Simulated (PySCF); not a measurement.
```
atom    x (Å)    y (Å)    z (Å)
   C  -1.9666  -0.4070   0.6488
   C  -1.1165  -0.5352  -0.6061
  Ge   0.7780   0.1410  -0.3414
   F   1.5995  -0.1752  -1.9174
   C   1.0275   2.1862  -0.3820
   O   0.4192   2.9615   0.2846
   C   1.9849  -1.0978   0.7782
   O   1.7380  -1.4778   1.8786
   H  -2.9668  -0.7954   0.4631
   H  -2.0546   0.6344   0.9514
   H  -1.5279  -0.9675   1.4719
   H  -1.5491   0.0325  -1.4311
   H  -1.0342  -1.5775  -0.9181
   H   1.7759   2.5051  -1.1306
   H   2.8883  -1.4196   0.2281
```

Geometry: GFN2-xTB.

Method: B3LYP/def2-SVPD, SCF density, gas phase in PySCF 2.14.0.

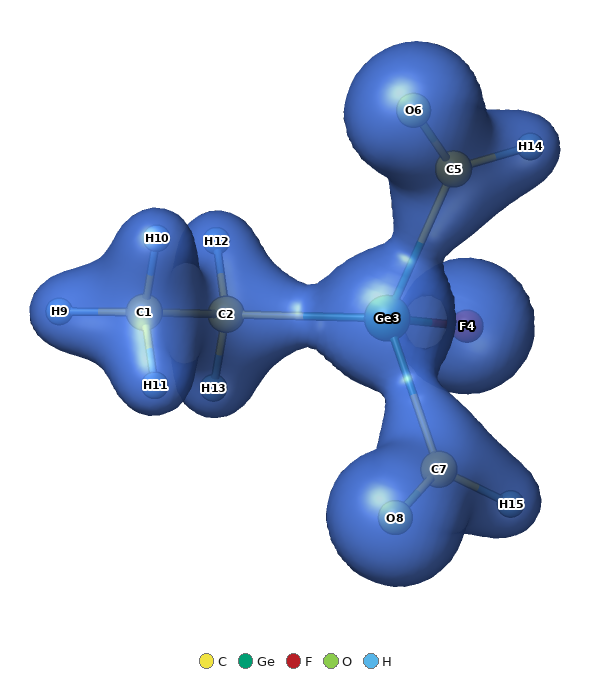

C$_{4}$H$_{7}$FGeO$_{2}$. Isosurface of the total electron density at 0.6 e/Å³ (blue), seen across its widest extent.

What does this surface tell about the bonding?

Answer. At this value the surface is in one piece. It bridges the sampled C–O (1.19 Å), C–C (1.52 Å), Ge–F (1.81 Å) and C–Ge (2.03 Å) contacts, where the density stays above the isovalue. On the grid the lowest density along these lines, outside the cores, is 2.9 e/Å³ (C–O, 1.19 Å), 1.6 e/Å³ (C–C, 1.52 Å), 0.76 e/Å³ (Ge–F, 1.81 Å) and 0.79 e/Å³ (C–Ge, 2.03 Å).
